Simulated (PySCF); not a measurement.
Breaking a bond: AlN, triplet.

- UHF/6-31G (PySCF)
- UKS-PBE0 = unrestricted PBE0/6-31G (PySCF 2.14.0)
- ROHF/6-31G (PySCF)

Magnitude of the dipole moment (D; its direction can reverse along the curve, and a method can change to another solution) and Mulliken charge of the fragment that holds Al1:

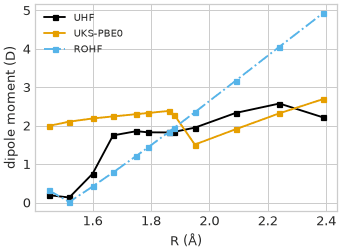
Figure: Dipole moment against bond length.

```tsv
R / Å	μ UHF	q UHF	μ UKS-PBE0	q UKS-PBE0	μ ROHF	q ROHF
1.45	0.19	0.62	1.99	0.58	0.32	0.62
1.52	0.13	0.61	2.11	0.55	0.02	0.62
1.60	0.75	0.59	2.19	0.53	0.42	0.61
1.67	1.75	0.56	2.24	0.51	0.78	0.61
1.75	1.86	0.54	2.30	0.50	1.22	0.61
1.79	1.83	0.54	2.33	0.49	1.44	0.62
1.86	1.82	0.54	2.38	0.47	1.83	0.62
1.88	1.84	0.54	2.28	0.45	1.95	0.62
1.95	1.95	0.55	1.51	0.43	2.35	0.62
2.09	2.33	0.55	1.91	0.44	3.17	0.63
2.24	2.58	0.52	2.32	0.43	4.06	0.64
2.39	2.22	0.42	2.69	0.42	4.93	0.64
```

The scan ran from 1.45 to 7.10 Å; beyond the distances shown one of the unrestricted levels run for this scan, shown here or not, changes its spin distribution in one step. The unrestricted determinant behind UHF is spin-contaminated at 1.67 to 1.79, 2.24 to 2.39 Å (<S²> up to 2.3, against 2.00 for a pure triplet).
